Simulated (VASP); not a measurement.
Band structure of MnSi (relaxed from the zinc blende structure, space group F-43m). Method: PBEsol GGA, VASP's PBE PAW potentials (set 64) (plane waves; VASP).

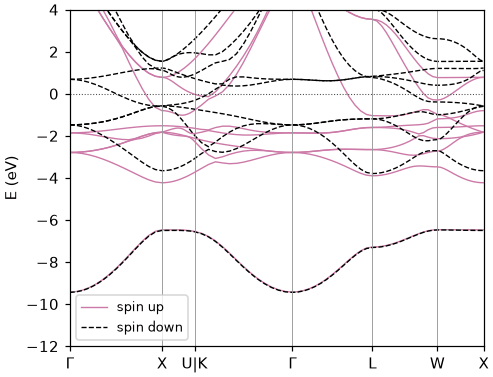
Figure. Bands along high-symmetry lines, zero at the valence-band maximum or, without a gap, the Fermi level

Q: Read the plot: is there a gap, and where are the band edges?

A: It has no gap at this level: it comes out as a metal or semimetal. (Edges off the drawn lines would not show.)

The structure was generated: MnSi was put into the zinc blende type (F-43m), which need not be its known phase. It was relaxed first, which changed the volume by -22 %.
